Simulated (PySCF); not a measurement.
# CH5OSi (SMILES C[SiH]O): levels of theory compared

Wanted: a comparison of 6 runs (UHF/STO-3G, UHF/def2-SVP, UB3LYP/6-31G*, U-r2SCAN/def2-TZVP, UCCSD/6-31+G*) of CH5OSi. Input form: a Python script.

The calculation is run with PySCF 2.14.0.

## Step 1: The structure to begin with

CH5OSi has 8 atoms, charge 0, and is taken as a doublet. As SMILES, `C[SiH]O`. Geometry: relaxed at PBE0-D4/def2-TZVP. This is one conformer, not always the lowest.

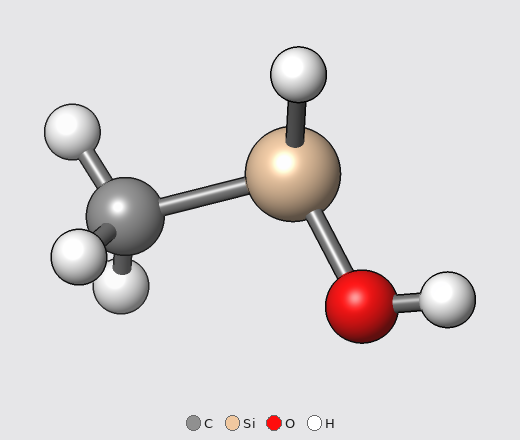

The structure, seen from a chosen angle (carbon grey, silicon light orange, oxygen red, hydrogen white).

## Step 2: Energy and gradient at UHF/STO-3G (run 1)

Input file calc.py:

```python
import pyscf.grad
from pyscf import gto

mol = gto.M(
    atom='''
C     -1.300510     1.704155    -0.187839
Si     1.266683    -0.611137    -0.866250
O      0.380213    -3.313824     0.443330
H     -3.077608     1.113049    -1.052766
H     -0.802567     3.565913    -0.927667
H     -1.590394     1.864026     1.853254
H      3.731453     0.251145     0.244531
H      1.566394    -4.681230     0.388150
''',
    charge=0,
    spin=1,
    max_memory=1860,
    verbose=3,
    unit='bohr',
    basis='sto-3g',
)

calc0 = mol.UHF()
calc0.conv_tol = 1e-10
calc0.kernel()
if not calc0.converged:
    calc0 = calc0.newton().run(calc0.mo_coeff, calc0.mo_occ)

e_final = calc0.e_tot
print('Final energy', e_final)
grad = calc0.Gradients().kernel()
calc0.analyze()
```

Started as:

```
$ OMP_NUM_THREADS=1 python calc.py
```

Output:

```text
converged SCF energy = -399.726093733701  <S^2> = 0.75210409  2S+1 = 2.002103
Final energy -399.7260937337012
--------------- UHF gradients ---------------
         x                y                z
0 C     0.0006099886    -0.0020022049    -0.0071881092
1 Si    -0.0397697020    -0.0120819465     0.0083582860
2 O     0.0366986391    -0.0099767788    -0.0165909258
3 H    -0.0065797961    -0.0039408470    -0.0045155746
4 H     0.0041871845     0.0072181598    -0.0043005728
5 H     0.0020728631    -0.0025488577     0.0099395355
6 H     0.0297715664     0.0085845905     0.0077271925
7 H    -0.0269907437     0.0147478846     0.0065701682
----------------------------------------------
**** MO energy ****
                             alpha | beta                alpha | beta
MO #1   energy= -67.9431984525808  | -67.9349752573291  occ= 1 | 1
MO #2   energy= -20.1685815915224  | -20.1651531462569  occ= 1 | 1
MO #3   energy= -10.9797085069941  | -10.9787335617666  occ= 1 | 1
MO #4   energy= -5.93909551479894  | -5.92439887656038  occ= 1 | 1
MO #5   energy= -3.97390298407394  | -3.95300691873659  occ= 1 | 1
MO #6   energy= -3.95860316673636  | -3.95189824077262  occ= 1 | 1
MO #7   energy= -3.95747040843164  | -3.93693291370171  occ= 1 | 1
MO #8   energy= -1.23148604745474  | -1.21517216738476  occ= 1 | 1
MO #9   energy= -0.890196484417461 | -0.882961464922429 occ= 1 | 1
MO #10  energy= -0.644916968632885 | -0.610922286515117 occ= 1 | 1
MO #11  energy= -0.540228535310161 | -0.524610664484282 occ= 1 | 1
MO #12  energy= -0.513780095941441 | -0.502461528490721 occ= 1 | 1
MO #13  energy= -0.491638580686108 | -0.482014882804781 occ= 1 | 1
MO #14  energy= -0.417741554130611 | -0.392888953621406 occ= 1 | 1
MO #15  energy= -0.406621796414282 | -0.352637175890302 occ= 1 | 1
MO #16  energy= -0.348903070983438 | -0.336036791673365 occ= 1 | 1
MO #17  energy= -0.209964577948536 | 0.238661483720702  occ= 1 | 0
MO #18  energy= 0.50003181031804   | 0.528070915352279  occ= 0 | 0
MO #19  energy= 0.531258180088442  | 0.564820865037954  occ= 0 | 0
MO #20  energy= 0.558658871762609  | 0.602276613848364  occ= 0 | 0
MO #21  energy= 0.725669574523307  | 0.729338090352616  occ= 0 | 0
MO #22  energy= 0.740089097506346  | 0.74661746534295   occ= 0 | 0
MO #23  energy= 0.76156679393957   | 0.763343923776395  occ= 0 | 0
MO #24  energy= 0.772631794881827  | 0.786227153137289  occ= 0 | 0

To work with the spin densities directly, `use mulliken_meta_spin()` only printing them here.

 ** Mulliken spin pop alpha/beta on meta-lowdin orthogonal AOs **
 ** Mulliken Spin Density (per atom)  **
spin density of  0 C =      0.01797
spin density of  1 Si =      0.83248
spin density of  2 O =      0.09859
spin density of  3 H =     -0.00092
spin density of  4 H =     -0.00175
spin density of  5 H =      0.01603
spin density of  6 H =      0.04532
spin density of  7 H =     -0.00773
 ** Mulliken pop alpha/beta on meta-lowdin orthogonal AOs **
 ** Mulliken atomic charges   ( Nelec_alpha | Nelec_beta ) **
charge of  0C =     -0.26434  (     3.14115      3.12319 )
charge of  1Si =      0.59098  (     7.12075      6.28827 )
charge of  2O =     -0.36269  (     4.23064      4.13205 )
charge of  3H =      0.02969  (     0.48469      0.48561 )
charge of  4H =      0.02681  (     0.48572      0.48747 )
charge of  5H =      0.03037  (     0.49283      0.47680 )
charge of  6H =     -0.16978  (     0.60755      0.56223 )
charge of  7H =      0.11896  (     0.43665      0.44438 )
Dipole moment(X, Y, Z, Debye):  1.16034, -0.16643, -1.16172
```

Run time: 0.92 s. Hardware: 1 thread of Arm Neoverse V2, shared host; peak memory 0.12 GiB.

## Step 3: Energy and gradient at UHF/def2-SVP (run 2)

Input file run.py:

```python
import pyscf.grad
from pyscf import gto, scf

mol = gto.M(
    atom='''
C     -1.300510     1.704155    -0.187839
Si     1.266683    -0.611137    -0.866250
O      0.380213    -3.313824     0.443330
H     -3.077608     1.113049    -1.052766
H     -0.802567     3.565913    -0.927667
H     -1.590394     1.864026     1.853254
H      3.731453     0.251145     0.244531
H      1.566394    -4.681230     0.388150
''',
    verbose=4,
    basis='def2-svp',
    max_memory=1860,
    unit='bohr',
    spin=1,
)

mf = scf.UHF(mol)
mf.conv_tol = 1e-10
mf.kernel()
if not mf.converged:
    mf = mf.newton().run(mf.mo_coeff, mf.mo_occ)

e_final = mf.e_tot
print(f'total energy: {e_final:.8f} hartree')
grad = mf.Gradients().kernel()
dip = mf.dip_moment()
pop, q = mf.mulliken_pop()
```

Started as:

```
$ OMP_NUM_THREADS=1 python run.py
```

Output:

```text
PySCF version 2.14.0

[... 96 lines left out ...]
converged SCF energy = -404.39937237865  <S^2> = 0.75282979  2S+1 = 2.0028278
total energy: -404.39937238 hartree
[... 1 line left out ...]
******** <class 'pyscf.grad.uhf.Gradients'> for <class 'pyscf.scf.uhf.UHF'> ********
unit = Eh/Bohr
--------------- UHF gradients ---------------
         x                y                z
0 C     0.0021615329    -0.0044099333     0.0004464919
1 Si    -0.0051336866    -0.0007730944    -0.0018738777
2 O    -0.0127094310     0.0153460911     0.0006690423
[... 4 lines of this table left out ...]
7 H     0.0118273307    -0.0104954658    -0.0011628436
----------------------------------------------
Dipole moment(X, Y, Z, Debye):  0.74587, -0.15799, -0.44805
 ** Mulliken pop       alpha | beta **
pop of  0 C 1s        0.99450 | 0.99446
pop of  0 C 2s        0.42318 | 0.41695
pop of  0 C 3s        0.16004 | 0.16940
[... 68 lines of this table left out ...]
In total            17.00000 | 16.00000
 ** Mulliken atomic charges   ( Nelec_alpha | Nelec_beta ) **
charge of  0C =     -0.37775  (     3.19095      3.18679 )
charge of  1Si =      0.69159  (     7.09627      6.21214 )
charge of  2O =     -0.55554  (     4.30185      4.25370 )
[... 4 lines of this table left out ...]
charge of  7H =      0.21655  (     0.38808      0.39537 )
```

It took 2.8 s on 1 thread of Arm Neoverse V2, shared host; peak memory 0.14 GiB.

Runs 3 to 5 aren't shown in full; the table further down has their settings and results.

## Step 4: A single-point energy at UCCSD/6-31+G(d) (spherical functions) (run 6)

Input file run.py:

```python
from pyscf import gto, cc

molecule = gto.M(
    atom=[
    ('C', (-0.688200, 0.901800, -0.099400)),
    ('Si', (0.670300, -0.323400, -0.458400)),
    ('O', (0.201200, -1.753600, 0.234600)),
    ('H', (-1.628600, 0.589000, -0.557100)),
    ('H', (-0.424700, 1.887000, -0.490900)),
    ('H', (-0.841600, 0.986400, 0.980700)),
    ('H', (1.974600, 0.132900, 0.129400)),
    ('H', (0.828900, -2.477200, 0.205400)),
],
    verbose=3,
    basis='6-31+g*',
    max_memory=1860,
    spin=1,
)

calc0 = molecule.UHF()
calc0.conv_tol = 1e-10
calc0.kernel()
if not calc0.converged:
    calc0 = calc0.newton().run(calc0.mo_coeff, calc0.mo_occ)

mycc = cc.CCSD(calc0, frozen=7)
mycc.kernel()
etot = mycc.e_tot
print('Final energy', etot)
calc0.analyze()
```

Started as:

```
$ OMP_NUM_THREADS=1 python run.py
```

Output:

```text
converged SCF energy = -404.560956578151  <S^2> = 0.75280754  2S+1 = 2.0028056
E(UCCSD) = -404.9760376250979  E_corr = -0.4150810469466589
Final energy -404.97603762509794
**** MO energy ****
                             alpha | beta                alpha | beta
MO #1   energy= -68.787867078271   | -68.782635236467   occ= 1 | 1
MO #2   energy= -20.5696436257527  | -20.5656984420155  occ= 1 | 1
MO #3   energy= -11.2082535564538  | -11.2069827258991  occ= 1 | 1
MO #4   energy= -6.14546472789004  | -6.13732536817669  occ= 1 | 1
MO #5   energy= -4.2564261006206   | -4.24565234515215  occ= 1 | 1
MO #6   energy= -4.248711568081    | -4.2443065796282   occ= 1 | 1
MO #7   energy= -4.2474839580835   | -4.2366293869506   occ= 1 | 1
MO #8   energy= -1.34865115452693  | -1.33772018887539  occ= 1 | 1
MO #9   energy= -0.9526055092531   | -0.945913823444719 occ= 1 | 1
MO #10  energy= -0.742335376691966 | -0.729946025569353 occ= 1 | 1
MO #11  energy= -0.638397532316188 | -0.612739171449511 occ= 1 | 1
MO #12  energy= -0.574066202455516 | -0.558897055956575 occ= 1 | 1
MO #13  energy= -0.557383579032479 | -0.554098737076629 occ= 1 | 1
MO #14  energy= -0.544279496518319 | -0.522762299967    occ= 1 | 1
MO #15  energy= -0.529182103451818 | -0.512459419718649 occ= 1 | 1
MO #16  energy= -0.456929584154222 | -0.442565991932066 occ= 1 | 1
[... 44 lines of this table left out ...]
MO #61  energy= 2.06315533541905   | 2.06827748734445   occ= 0 | 0
MO #62  energy= 2.19385872502281   | 2.19868719811706   occ= 0 | 0
MO #63  energy= 2.23545533658588   | 2.24432278031431   occ= 0 | 0
MO #64  energy= 2.54047353051282   | 2.54463509229643   occ= 0 | 0
MO #65  energy= 2.61422682518168   | 2.61602016665897   occ= 0 | 0
MO #66  energy= 2.62165755525543   | 2.62392779075935   occ= 0 | 0
MO #67  energy= 2.81245604589988   | 2.81571141329255   occ= 0 | 0
MO #68  energy= 3.00092972473944   | 3.00584269093478   occ= 0 | 0

To work with the spin densities directly, `use mulliken_meta_spin()` only printing them here.

 ** Mulliken spin pop alpha/beta on meta-lowdin orthogonal AOs **
 ** Mulliken Spin Density (per atom)  **
spin density of  0 C =      0.01886
spin density of  1 Si =      0.85957
spin density of  2 O =      0.06533
spin density of  3 H =     -0.00184
spin density of  4 H =     -0.00214
spin density of  5 H =      0.02171
spin density of  6 H =      0.04264
spin density of  7 H =     -0.00413
 ** Mulliken pop alpha/beta on meta-lowdin orthogonal AOs **
 ** Mulliken atomic charges   ( Nelec_alpha | Nelec_beta ) **
charge of  0C =     -0.53682  (     3.27784      3.25898 )
charge of  1Si =      0.82921  (     7.01518      6.15561 )
charge of  2O =     -0.80136  (     4.43334      4.36802 )
charge of  3H =      0.10876  (     0.44470      0.44654 )
charge of  4H =      0.10387  (     0.44699      0.44913 )
charge of  5H =      0.10703  (     0.45734      0.43563 )
charge of  6H =     -0.15530  (     0.59897      0.55633 )
charge of  7H =      0.34461  (     0.32563      0.32976 )
Dipole moment(X, Y, Z, Debye):  0.89287, -0.06034, -0.45832
```

Run time: 18 s. Hardware: 1 thread of Arm Neoverse V2, shared host; peak memory 0.68 GiB.

## Step 5: Overview of the runs

```csv
run,level,integration grid,Cartesian functions,energy (Eh),dipole moment (D) of the reference,HOMO energy (eV),LUMO energy (eV),wall time
1,UHF/STO-3G,–,no,-399.726094,1.65,-5.71,6.49,0.92 s
2,UHF/def2-SVP,–,no,-404.399372,0.88,-8.49,2.15,2.8 s
3,UB3LYP/6-31G* (spherical functions),5,no,-405.816449,0.60,-5.01,-1.95,21 s
4,UB3LYP/6-31G* (Cartesian functions),5,yes,-405.820330,0.60,-5.01,-1.95,22 s
5,U-r2SCAN/def2-TZVP,5,no,-405.802244,0.47,-4.66,-2.11,2.7 min
6,UCCSD/6-31+G* (spherical functions),–,no,-404.976038,1.01,-8.56,1.21,18 s
```

## Step 6: Summary of results

```
                                                         quantity          value
                                              run 6: total energy  -404.97604 Eh
                      run 6: dipole moment (Hartree–Fock density)         1.01 D
run 6: HOMO energy (Hartree–Fock orbitals) (highest over α and β)       -8.56 eV
 run 6: LUMO energy (Hartree–Fock orbitals) (lowest over α and β)        1.21 eV
               run 6: correlation energy (7 core orbitals frozen)     -415.1 mEh
                         run 6: ⟨S²⟩ of the reference determinant          0.753
                                             run 6: T1 diagnostic          0.014
```

**Reading.** Over runs 1, 2, 3, 4, 5 the dipole moment (its size) runs from 0.47 D (U-r2SCAN/def2-TZVP) to 1.65 D (UHF/STO-3G). The two ends differ in method and basis. Totals of different functionals can't be ranked against each other. In run 1 the basis is minimal, so the values are rough. All runs together took 3.8 min, the longest 2.7 min.
